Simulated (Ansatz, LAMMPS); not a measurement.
# Glassy 97GeO2-3Na2O (mol %) (93 atoms): where an added charge goes, part 4 of 4

Does an extra electron or hole in glassy 97GeO2-3Na2O (mol %) (93 atoms) stay spread out, or do the atoms trap it?

Ansatz 0.2.0; Kohn-Sham DFT, PBE, PAW (set soft_2), plane waves.

The cell: 30 Ge, 2 Na and 61 O. The quench rate of 60 K/ps far exceeds what a furnace or splat quench reaches. The network of bonds at the start is that of the classical potential that made the cell. Sampling is at Γ alone, for a cell whose shortest periodic width is 11 Å.

So far. Step 8 (Neutral at the geometry of the electron): Neutral at the geometry of the electron: the energy stands 0.0224 eV above that of the reference. Step 9 (An extra hole, atoms held): An extra hole, atoms held: the energy stands 2.86 eV below that of the reference, with a moment of 1.00 μB.

### 10. An extra hole, atoms relaxed

The atoms now respond to the charge; the energy gained comes from screening by the atoms, from trapping if the charge localises, and from any strain left in the reference.

Input and log are left out; they have the form of those shown for this kind of step.

Wall time 5.3 min (4 threads of Intel Xeon Platinum 8488C (Sapphire Rapids), shared host); peak memory 3.6 GiB; 20 min of CPU time.

The relaxation converged after 7 steps, 0.216 eV below its start, with a largest force component of 0.028 eV/Å.

An extra hole, atoms relaxed: the energy stands 3.08 eV below that of the reference, with a moment of 1.00 μB.

### 11. An extra hole, levels at the relaxed geometry

A single point at the new geometry gives levels and spin density.

Input and log are left out; they have the form of those shown for this kind of step.

Run time: 86 s. Hardware: 4 threads of Intel Xeon Platinum 8488C (Sapphire Rapids), shared host; peak memory 3.7 GiB; 5.3 min of CPU time.

An extra hole, levels at the relaxed geometry: the energy stands 3.08 eV below that of the reference, with a moment of 1.00 μB.

A closer look about O73, which holds the most spin: 15 atoms, nearest first, numbered in the order of the input, with positions taken from that point.

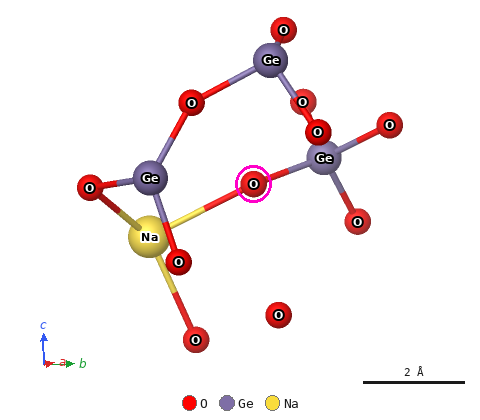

The atoms of the table, within 3.6 Å (arrows a, b, c point along x, y, z); some may hide others; the central atom is ringed.

```csv
atom,x,y,z,distance (Å),Löwdin charge (e),moment (μB)
O73,0.00,0.00,0.00,0.00,-0.56,0.49
Ge11,-0.60,1.57,0.53,1.76,1.56,0.00
Na32,-0.91,-1.97,-0.99,2.38,0.82,0.00
O86,1.16,0.22,-2.66,2.91,-0.70,0.05
O53,-1.94,1.44,1.69,2.95,-0.77,0.02
O80,-1.53,2.41,-0.73,2.95,-0.74,0.03
O79,0.68,2.66,1.11,2.96,-0.71,0.00
O39,2.06,-1.64,1.58,3.07,-0.72,0.01
O54,0.89,0.50,3.04,3.21,-0.71,0.02
O41,3.08,0.72,0.91,3.29,-0.70,0.00
Ge5,2.28,-2.56,0.08,3.43,1.58,0.00
Ge12,2.47,-0.10,2.39,3.44,1.59,0.00
O48,-1.47,-0.95,-3.05,3.52,-0.77,0.00
O35,2.38,-2.04,-1.62,3.53,-0.72,0.00
O83,0.72,-3.48,-0.05,3.55,-0.76,0.00
```

The distance from O73 to O86 changes most, from 3.12 Å in the neutral cell to 2.91 Å.

The levels nearest the highest filled one (over half full), pooled over k-points and spins:

```csv
level less the highest filled one (eV),occupation
-0.172,1
-0.134,1
-0.07,1
0,0.838
0.0329,0.162
2.23,0
2.23,0
3.37,0
```

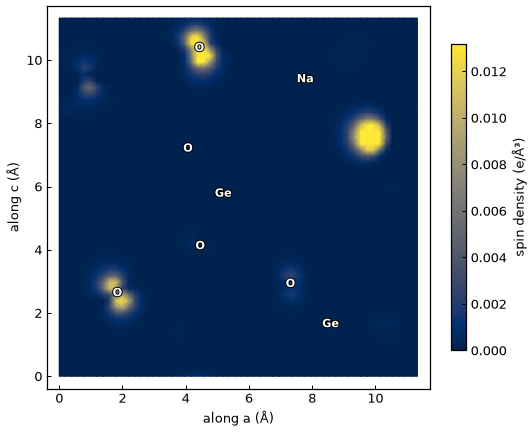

Spin density in the ac plane at fractional y = 0.426, with atoms of Ge and Na and O within 0.2 Å of it.

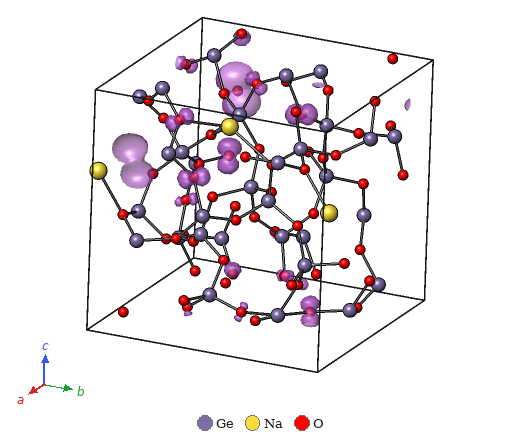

Surface of spin density = 0.016 e/Å³, which holds about 70 % of the integral of its size. Bonds to atoms that aren't drawn are left out.

### 12. Neutral at the geometry of the hole

The neutral cell at the new geometry gives the energy of that geometry without the charge.

Input and log are left out; they have the form of those shown for this kind of step.

It took 25 s on 4 threads of Intel Xeon Platinum 8488C (Sapphire Rapids), shared host; peak memory 2.2 GiB; 85 s of CPU time.

Neutral at the geometry of the hole: the energy stands 0.453 eV above that of the reference.

### 13. Energies and spread of the extra charge

Energies are differences within one cell and functional; the shift is the gain plus the neutral cell's energy at the new geometry, that is how much cheaper the vertical process becomes there. The spread is the participation number of the site moments (1/Σw², over the spin inside atomic spheres), with the atom that holds the largest share and the spin that the spheres hold in all.

```csv
carrier,"charged less neutral, atoms held (eV)",gain on relaxing (eV),"neutral cell at that geometry, less the reference (eV)",shift of the vertical energy (eV),"spread, atoms held","spread, relaxed"
electron,5.020,0.022,0.022,0.045,73; O41 3 % of 0.19 μB,70; O41 3 % of 0.25 μB
hole,-2.862,0.216,0.453,0.670,8; O73 30 % of 0.82 μB,3; O73 59 % of 0.82 μB
```

### 14. Outcome

The extra electron gains 0.022 eV as the atoms relax, and its spin stays on about 70 atoms: it stays spread out at this level. The cell with the electron keeps a moment of only 0.54 μB where one unpaired electron should give 1 μB: the carrier is shared between both spins, which can hide trapping. With the atoms held, the spheres hold only 0.19 of the 0.41 μB, so the spread is read from a small part of the spin. The extra hole gains 0.22 eV as the atoms relax, and its spin goes from about 8 to 3 atoms: the atoms trap it, with the largest share on O73. The O73–O86 distance goes from 3.12 to 2.91 Å. The hole is shared among 2 partly filled levels, as near-degenerate levels under the smearing give, and as self-interaction favours. Adding the two vertical energies gives 2.16 eV, against a gap of 1.46 eV in the neutral cell. The zero of the potential cancels in this sum; the excess isn't taken apart here: charging of a small cell, filling of bands on a coarse mesh and the attraction to the background can all enter.

**Limits.** Single energies of charged cells hang on the program's zero of potential. In the spin-polarised runs the search for a state of lower energy was switched off. No distortion was seeded, so a trapped state behind a barrier can't be found. Local and semilocal functionals favour spread-out charges, so trapping can be missed. The stress is far from hydrostatic: its diagonal is -1.8, -0.1, -5.1 GPa, compression counted positive. The pressure of -2.3 GPa shows the cell to be stretched for this functional. Charged cells carry a uniform background, with no correction for images.

The DFT runs together took 22 min of wall time.

[Logs are printed without paths, hosts, clocks, repeated set-up lines and the standing remarks that a program may print on its own settings, such as how far it seeks lower states.]

[Hosts, paths, dates, database ids (printed as entryN), source tags and the programs' standing remarks are cut or masked in the printed files.]
